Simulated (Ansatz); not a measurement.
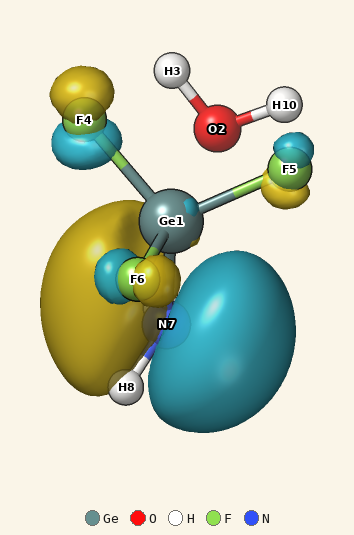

Figure 1: F$_{3}$GeH$_{2}$N···H$_{2}$O. The HOMO at ±0.1 Å⁻³ᐟ² (yellow and cyan are the two phases), seen at an oblique angle.

Computed with Ansatz, RKS PBE0-D4/def2-SVP.

```json
{"atom": "Ge", "x (Å)": "0.1045", "y (Å)": "-0.7129", "z (Å)": "-0.0358"}
{"atom": "O", "x (Å)": "0.4631", "y (Å)": "-0.0182", "z (Å)": "2.2064"}
{"atom": "H", "x (Å)": "0.8093", "y (Å)": "0.8633", "z (Å)": "2.0085"}
{"atom": "F", "x (Å)": "0.9270", "y (Å)": "0.8079", "z (Å)": "-0.2009"}
{"atom": "F", "x (Å)": "-1.4910", "y (Å)": "-0.3527", "z (Å)": "0.5323"}
{"atom": "F", "x (Å)": "-0.2080", "y (Å)": "-1.0914", "z (Å)": "-1.6913"}
{"atom": "N", "x (Å)": "0.9101", "y (Å)": "-2.1763", "z (Å)": "0.5637"}
{"atom": "H", "x (Å)": "1.3052", "y (Å)": "-2.7900", "z (Å)": "-0.1393"}
{"atom": "H", "x (Å)": "1.4525", "y (Å)": "-2.1067", "z (Å)": "1.4150"}
{"atom": "H", "x (Å)": "-0.4600", "y (Å)": "0.1270", "z (Å)": "2.4564"}
```

**What is the character of this orbital?**

By Hirshfeld shares it lies mainly on N7 (about 75 %) and Ge1 (about 10 %); largely a lone pair of N7. Its energy is −8.23 eV.
